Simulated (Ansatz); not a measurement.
# Nudged elastic band, with input and output: CH4FIn

The run: nudged elastic band of CH4FIn. Method and program: RKS LDA/def2-SVP (Ansatz 0.2.0).

One setting was made poor on purpose. It belongs to a series of runs on one base structure; here: band between the two ends.

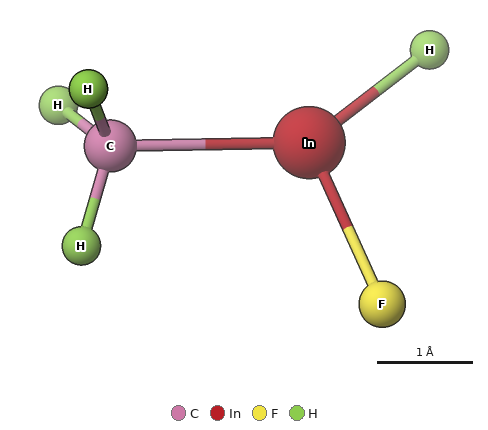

Fig. 1: The input geometry (ball-and-stick view, seen at a tilt). Sticks mark near contacts.

### Input file
```yaml
crystal:
  periodic: [false, false, false]
  atoms:
    - { symbol: C, position_ang: [-0.915021, 0.419949, -0.273129] }
    - { symbol: In, position_ang: [1.037379, -0.322105, 0.082366] }
    - { symbol: F, position_ang: [0.99308, -1.488057, 1.668401] }
    - { symbol: H, position_ang: [-1.154361, 0.405958, -1.355031] }
    - { symbol: H, position_ang: [-1.631092, -0.209848, 0.290893] }
    - { symbol: H, position_ang: [-0.974752, 1.465104, 0.094992] }
    - { symbol: H, position_ang: [2.644767, -0.271001, -0.508483] }
basis:
  gaussian: { orbitals: def2-SVP }
hamiltonian:
  xc: lda
neb:
  order_check: false
  images: 5
  f_tol: 0.03
  max_iterations: 60
  max_displacement: 0.5
  optimiser: lbfgs
  final_atoms:
    - { symbol: C, position_ang: [-0.93925917, 0.35635774, -0.28247973] }
    - { symbol: In, position_ang: [0.9985955, -0.43111372, 0.05554699] }
    - { symbol: F, position_ang: [1.4158154, -0.29067346, 1.97425601] }
    - { symbol: H, position_ang: [-0.84382028, 1.3745563, -0.71307206] }
    - { symbol: H, position_ang: [-1.5080427, -0.28245944, -0.98742723] }
    - { symbol: H, position_ang: [-1.46114925, 0.41813665, 0.69304901] }
    - { symbol: H, position_ang: [2.3378605, -1.14480407, -0.73986398] }
  initial_path:
    images:
      - { positions_ang: [[-0.915021, 0.419949, -0.273129], [1.037379, -0.322105, 0.082366], [0.99308, -1.488057, 1.668401], [-1.154361, 0.405958, -1.355031], [-1.631092, -0.209848, 0.290893], [-0.974752, 1.465104, 0.094992], [2.644767, -0.271001, -0.508483]] }
      - { positions_ang: [[-0.93378255, 0.42418235, -0.28202909], [1.04314381, -0.34414167, 0.07264024], [1.06967371, -1.27614026, 1.76397934], [-1.11001422, 0.59557351, -1.31596357], [-1.62023059, -0.29161174, 0.08752001], [-1.06388238, 1.33527996, 0.24074153], [2.61509223, -0.44314215, -0.56687947]] }
      - { positions_ang: [[-0.9525441, 0.42841571, -0.29092917], [1.04890862, -0.36617835, 0.06291448], [1.14626741, -1.06422351, 1.85955769], [-1.06566743, 0.78518903, -1.27689614], [-1.60936919, -0.37337549, -0.11585298], [-1.15301276, 1.20545591, 0.38649107], [2.58541745, -0.6152833, -0.62527593]] }
      - { positions_ang: [[-0.97130566, 0.43264906, -0.29982926], [1.05467343, -0.38821502, 0.05318871], [1.22286112, -0.85230677, 1.95513603], [-1.02132065, 0.97480454, -1.23782871], [-1.59850778, -0.45513923, -0.31922597], [-1.24214314, 1.07563187, 0.5322406], [2.55574268, -0.78742445, -0.6836724]] }
      - { positions_ang: [[-0.96062349, 0.40721862, -0.29404609], [1.03598079, -0.40251459, 0.05397481], [1.28717921, -0.66509566, 1.96150936], [-0.96215386, 1.10805513, -1.06290983], [-1.56835275, -0.3975793, -0.54195972], [-1.31514518, 0.8564668, 0.5858434], [2.48311528, -0.90655099, -0.70240293]] }
      - { positions_ang: [[-0.94994133, 0.38178818, -0.28826291], [1.01728815, -0.41681415, 0.0547609], [1.35149731, -0.47788456, 1.96788268], [-0.90298707, 1.24130571, -0.88799095], [-1.53819773, -0.34001937, -0.76469348], [-1.38814721, 0.63730173, 0.6394462], [2.41048789, -1.02567753, -0.72113345]] }
      - { positions_ang: [[-0.93925917, 0.35635774, -0.28247973], [0.9985955, -0.43111372, 0.05554699], [1.4158154, -0.29067346, 1.97425601], [-0.84382028, 1.3745563, -0.71307206], [-1.5080427, -0.28245944, -0.98742723], [-1.46114925, 0.41813665, 0.69304901], [2.3378605, -1.14480407, -0.73986398]] }
```

Launched with:
```bash
ansatz run input.yaml --threads 1 --pin off --max-ram 2048MiB --backend cpu --events-out ev --progress --plain --runs-dir out
```

### The program's output
```
Engine: ansatz 0.2.0, aarch64-unknown-linux-gnu
Functional definition: SPW92
  exchange = slater_x
  correlation = pw_c
854 factors; their error is unknown
mean field evaluation 1: about -8942.4378 eV, gradient 6.9e1 eV
mean field evaluation 2: about -8870.2000 eV, gradient 1.9e2 eV
mean field evaluation 4: about -8952.8301 eV, gradient 1.4e1 eV
mean field evaluation 8: about -8953.3028 eV, gradient 6.8e-2 eV
mean field evaluation 16: about -8953.2771 eV, gradient 2.4e-5 eV
mean field -8953.27705764 eV, -329.0268631191 hartree, gradient 2.4e-5 eV, S^2 0.000000; 0 other end points of the search recorded, 0 dependent functions left out
the calculation of the forces begins
reference -8953.27710226 eV, -329.0268647587 hartree; 20, 20 occupied and 54, 54 virtual orbitals, 854 factors
854 factors; their error is unknown
mean field evaluation 32: about -8953.2769 eV, gradient 4.0e-5 eV
mean field -8953.27688449 eV, -329.0268567559 hartree, gradient 4.0e-5 eV, S^2 0.000000; 0 other end points of the search recorded, 0 dependent functions left out
[... from here on the field's lines of each further geometry are left out, up to the last ...]
NEB iter   1: max|band force component| = 2.772e0 eV/Å  barrier→ = 0.2774 eV  barrier← = 0.2772 eV  Δτ_max = 0.0426 Å  (175 SCF iters)
NEB iter   2: max|band force component| = 6.891e-1 eV/Å  barrier→ = 0.0338 eV  barrier← = 0.0337 eV  Δτ_max = 0.0152 Å  (142 SCF iters)
NEB iter   3: max|band force component| = 2.473e-1 eV/Å  barrier→ = 0.0214 eV  barrier← = 0.0212 eV  CI = image 3  Δτ_max = 0.0043 Å  (144 SCF iters)
NEB iter   4: max|band force component| = 2.214e-1 eV/Å  barrier→ = 0.0185 eV  barrier← = 0.0184 eV  CI = image 3  Δτ_max = 0.0224 Å  (143 SCF iters)
NEB iter   5: max|band force component| = 1.288e-1 eV/Å  barrier→ = 0.0088 eV  barrier← = 0.0086 eV  CI = image 3  Δτ_max = 0.0151 Å  (138 SCF iters)
NEB iter   6: max|band force component| = 3.223e-1 eV/Å  barrier→ = 0.0060 eV  barrier← = 0.0058 eV  CI = image 3  Δτ_max = 0.0050 Å  (144 SCF iters)
NEB iter   7: max|band force component| = 8.756e-2 eV/Å  barrier→ = 0.0055 eV  barrier← = 0.0053 eV  CI = image 3  Δτ_max = 0.0018 Å  (140 SCF iters)
NEB iter   8: max|band force component| = 6.557e-2 eV/Å  barrier→ = 0.0051 eV  barrier← = 0.0050 eV  CI = image 3  Δτ_max = 0.0078 Å  (106 SCF iters)
NEB iter   9: max|band force component| = 8.081e-2 eV/Å  barrier→ = 0.0040 eV  barrier← = 0.0038 eV  CI = image 3  Δτ_max = 0.0012 Å  (144 SCF iters)
NEB iter  10: max|band force component| = 5.307e-2 eV/Å  barrier→ = 0.0039 eV  barrier← = 0.0037 eV  CI = image 2  Δτ_max = 0.0009 Å  (96 SCF iters)
NEB iter  11: max|band force component| = 4.836e-2 eV/Å  barrier→ = 0.0038 eV  barrier← = 0.0036 eV  CI = image 2  Δτ_max = 0.0146 Å  (91 SCF iters)
NEB iter  12: max|band force component| = 8.833e-2 eV/Å  barrier→ = 0.0027 eV  barrier← = 0.0026 eV  CI = image 2  Δτ_max = 0.0014 Å  (143 SCF iters)
NEB iter  13: max|band force component| = 4.261e-2 eV/Å  barrier→ = 0.0027 eV  barrier← = 0.0025 eV  CI = image 2  Δτ_max = 0.0017 Å  (100 SCF iters)
NEB iter  14: max|band force component| = 3.637e-2 eV/Å  barrier→ = 0.0026 eV  barrier← = 0.0024 eV  CI = image 2  Δτ_max = 0.0020 Å  (115 SCF iters)
the calculation of the forces begins
reference -8953.27721776 eV, -329.0268690033 hartree; 20, 20 occupied and 54, 54 virtual orbitals, 854 factors
854 factors; their error is unknown
mean field evaluation 640: about -8953.2746 eV, gradient 3.7e-3 eV
mean field -8953.27458010 eV, -329.0267720710 hartree, gradient 8.2e-6 eV, S^2 0.000000; 1 other end points of the search recorded, 0 dependent functions left out
the calculation of the forces begins
reference -8953.27462512 eV, -329.0267737257 hartree; 20, 20 occupied and 54, 54 virtual orbitals, 854 factors
NEB iter  15: max|band force component| = 2.589e-2 eV/Å  barrier→ = 0.0025 eV  barrier← = 0.0023 eV  CI = image 2  Δτ_max = 0.0000 Å  (233 SCF iters)
```

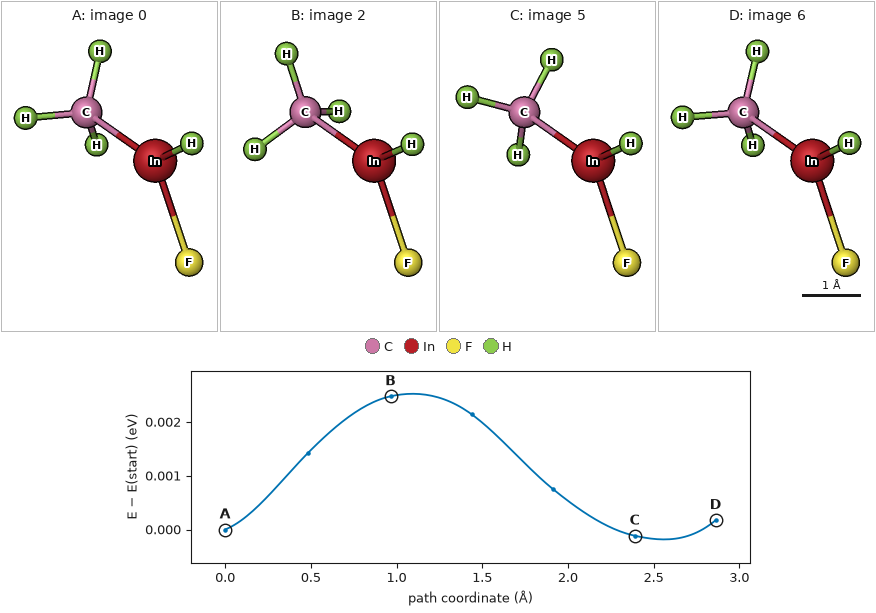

Fig. 2: Images of the last band (counted from 0; ball-and-stick, seen at a tilt) above the energy along the path; the line is a cubic interpolation that uses the forces. The highest image is number 2, 0.002 eV above the start and 0.002 eV above the end (the climbing image); start and end have the same energy. The path is 2.86 Å long. The band converged in 15 iterations.

```
Total energy: -8953.27462512 eV, -329.0267737257 hartree
Atom 0 at    -0.918484     0.408287    -0.293591 Å, force     0.004252    -0.004332    -0.005740 eV/Å
Atom 1 at     1.028950    -0.349147     0.060825 Å, force    -0.011512    -0.006802     0.007492 eV/Å
Atom 2 at     1.120115    -1.066407     1.892362 Å, force    -0.012013     0.004027     0.010717 eV/Å
Atom 3 at    -1.038379     0.786726    -1.327461 Å, force     0.013703    -0.006567     0.008504 eV/Å
Atom 4 at    -1.639790    -0.413123    -0.105243 Å, force    -0.006454     0.003518    -0.001263 eV/Å
Atom 5 at    -1.116968     1.223803     0.431832 Å, force     0.012874    -0.005347     0.001019 eV/Å
Atom 6 at     2.564556    -0.590139    -0.658715 Å, force    -0.000850     0.015503    -0.020729 eV/Å
Dipole moment:    -0.206640     0.281592    -0.566697 e Å
this run last wrote the band of iteration 15 to [file]
```

### The last band as extended XYZ (Å, eV, eV/Å)
```
7
Properties=species:S:1:pos:R:3:forces:R:3 image=0 energy=-8953.27706
C    -0.9150    0.4199   -0.2731    0.0082  -0.0016   0.0007
In    1.0374   -0.3221    0.0824   -0.0064  -0.0016   0.0056
F     0.9931   -1.4881    1.6684    0.0020  -0.0002  -0.0024
H    -1.1544    0.4060   -1.3550   -0.0018  -0.0005   0.0028
H    -1.6311   -0.2098    0.2909    0.0010   0.0044  -0.0032
H    -0.9748    1.4651    0.0950   -0.0018  -0.0020  -0.0022
H     2.6448   -0.2710   -0.5085   -0.0010   0.0016  -0.0012
7
Properties=species:S:1:pos:R:3:forces:R:3 image=1 energy=-8953.27564
C    -0.9172    0.4121   -0.2865    0.0039  -0.0016  -0.0064
In    1.0339   -0.3349    0.0690   -0.0177  -0.0030   0.0061
F     1.0528   -1.2815    1.7954   -0.0081  -0.0006   0.0074
H    -1.0967    0.5988   -1.3636    0.0083  -0.0045   0.0100
H    -1.6441   -0.3282    0.1038   -0.0024   0.0035  -0.0004
H    -1.0391    1.3615    0.2755    0.0112  -0.0066  -0.0016
H     2.6104   -0.4279   -0.5934    0.0048   0.0127  -0.0151
7
Properties=species:S:1:pos:R:3:forces:R:3 image=2 energy=-8953.27458
C    -0.9185    0.4083   -0.2936    0.0043  -0.0043  -0.0057
In    1.0290   -0.3491    0.0608   -0.0115  -0.0068   0.0075
F     1.1201   -1.0664    1.8924   -0.0120   0.0040   0.0107
H    -1.0384    0.7867   -1.3275    0.0137  -0.0066   0.0085
H    -1.6398   -0.4131   -0.1052   -0.0065   0.0035  -0.0013
H    -1.1170    1.2238    0.4318    0.0129  -0.0053   0.0010
H     2.5646   -0.5901   -0.6587   -0.0008   0.0155  -0.0207
7
Properties=species:S:1:pos:R:3:forces:R:3 image=3 energy=-8953.27492
C    -0.9204    0.4031   -0.2947    0.0028  -0.0078   0.0016
In    1.0225   -0.3643    0.0582    0.0143  -0.0164   0.0025
F     1.1952   -0.8448    1.9599   -0.0131   0.0091   0.0104
H    -0.9847    0.9561   -1.2517    0.0163  -0.0020  -0.0022
H    -1.6202   -0.4579   -0.3193   -0.0143   0.0002  -0.0028
H    -1.2002    1.0622    0.5514    0.0094  -0.0014   0.0059
H     2.5078   -0.7544   -0.7037   -0.0155   0.0183  -0.0154
7
Properties=species:S:1:pos:R:3:forces:R:3 image=4 energy=-8953.27631
C    -0.9251    0.3922   -0.2902   -0.0002  -0.0041   0.0209
In    1.0156   -0.3862    0.0568   -0.0165  -0.0004   0.0075
F     1.2677   -0.6599    1.9901   -0.0127   0.0081   0.0095
H    -0.9260    1.1309   -1.1159    0.0140  -0.0024  -0.0007
H    -1.5971   -0.4492   -0.5594   -0.0004   0.0033  -0.0009
H    -1.2870    0.8594    0.6477    0.0120  -0.0102  -0.0133
H     2.4519   -0.8872   -0.7292    0.0038   0.0057  -0.0230
7
Properties=species:S:1:pos:R:3:forces:R:3 image=5 energy=-8953.27717
C    -0.9321    0.3750   -0.2853   -0.0004  -0.0005   0.0259
In    1.0074   -0.4093    0.0561   -0.0221   0.0068   0.0066
F     1.3405   -0.4782    1.9952   -0.0083   0.0050   0.0068
H    -0.8760    1.2749   -0.9307    0.0079  -0.0033   0.0004
H    -1.5610   -0.3867   -0.7898    0.0021   0.0003  -0.0002
H    -1.3751    0.6386    0.6960    0.0126  -0.0068  -0.0210
H     2.3962   -1.0142   -0.7414    0.0081  -0.0016  -0.0185
7
Properties=species:S:1:pos:R:3:forces:R:3 image=6 energy=-8953.27688
C    -0.9393    0.3564   -0.2825    0.0072  -0.0091   0.0081
In    0.9986   -0.4311    0.0555   -0.0071   0.0021  -0.0015
F     1.4158   -0.2907    1.9743    0.0029  -0.0009   0.0064
H    -0.8438    1.3746   -0.7131   -0.0043  -0.0041  -0.0075
H    -1.5080   -0.2825   -0.9874    0.0006   0.0131   0.0054
H    -1.4611    0.4181    0.6930    0.0015  -0.0026  -0.0091
H     2.3379   -1.1448   -0.7399   -0.0008   0.0015  -0.0017
```

### Summary

```json
{"quantity": "outcome", "value": "converged"}
{"quantity": "barrier, forward", "value": "0.003 eV"}
{"quantity": "barrier, backward", "value": "0.002 eV"}
{"quantity": "hardware", "value": "1 thread of Arm Neoverse N1, 24 GiB of memory available, shared host"}
{"quantity": "wall time", "value": "2.3 min"}
{"quantity": "peak memory", "value": "0.13 GiB"}
```

### Remarks

A deliberately poor setting: step length. The order of the saddle point was not checked.
